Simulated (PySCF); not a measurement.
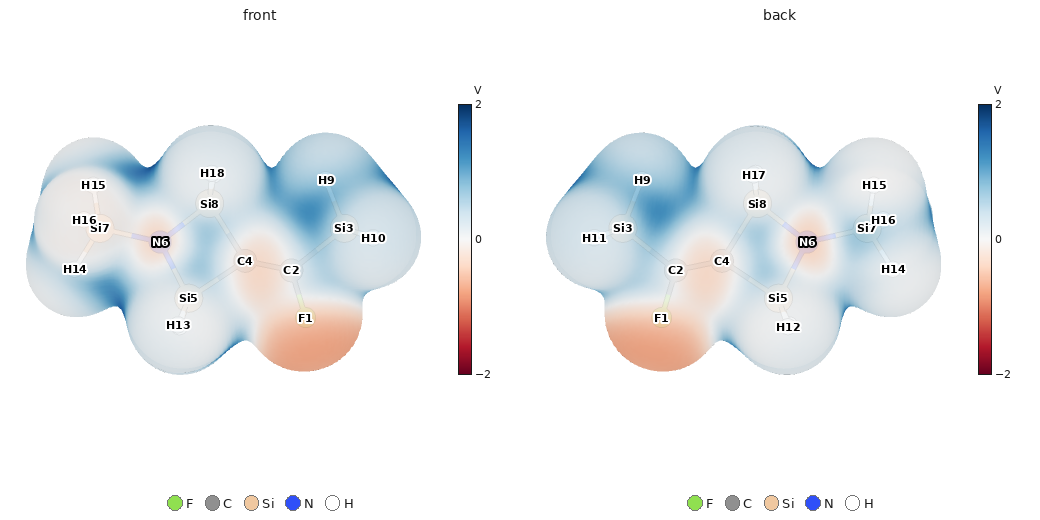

C2H10FNSi4 (SMILES FC([SiH3])=C1[SiH2]N([SiH3])[SiH2]1). The electrostatic potential painted on the density surface at 0.002 e/bohr³, seen from the front and from behind; red is negative and blue positive.

Geometry: GFN2-xTB.

Level of theory: PySCF 2.14.0, PBE0/pcSseg-1, SCF density, gas phase, non-relativistic.

```xyz
18

F    -2.3412   -1.9362   -1.2483
C    -1.9869   -0.7621   -0.6167
Si   -3.5025    0.1994   -0.0190
C    -0.7030   -0.4688   -0.5103
Si    0.9085   -1.3125   -1.0421
N     1.6589    0.0948   -0.2830
Si    3.3273    0.5322   -0.1779
Si    0.2402    0.9817    0.2457
H    -3.0219    1.4373    0.5933
H    -4.3636    0.4701   -1.1723
H    -4.2298   -0.6258    0.9482
H     1.2616   -2.5575   -0.3615
H     1.1707   -1.3901   -2.4788
H     4.1055   -0.7057   -0.2287
H     3.5161    1.2404    1.0898
H     3.6925    1.4074   -1.2993
H     0.1691    1.1229    1.7009
H     0.0896    2.2788   -0.4165
```

**Where is the surface potential most negative and most positive?**

The most negative region (about −0.8 V, or −18 kcal/mol for a unit charge) lies over F1, the most positive (about +1.6 V, or +37 kcal/mol for a unit charge) over Si3, Si5 and Si8.

**How polar is the molecule by this calculation?**

Its dipole moment is 1.19 D.
